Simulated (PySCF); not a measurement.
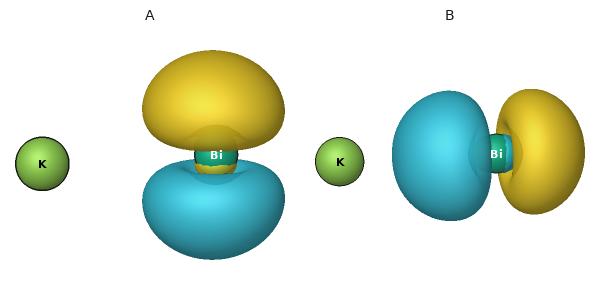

*KBi (charge +1, quartet). Two frontier α-spin orbitals, each drawn at the value that holds 80 % of its norm (yellow and cyan are the two phases), in no order; of a degenerate pair one member is drawn.*

Core potentials replace the inner electrons of Bi.

The calculation used PySCF, PBE0/def2-SVPD, non-relativistic Hamiltonian with scalar-relativistic core potentials where named, at a bond length of 3.916 Å.

### Label each orbital by symmetry, say whether it is occupied, and order them by energy.

Orbital B: σ, occupied in this spin, −10.24 eV; mainly on Bi (90 %).
Orbital A: π, occupied in this spin, −9.84 eV; almost wholly on Bi.
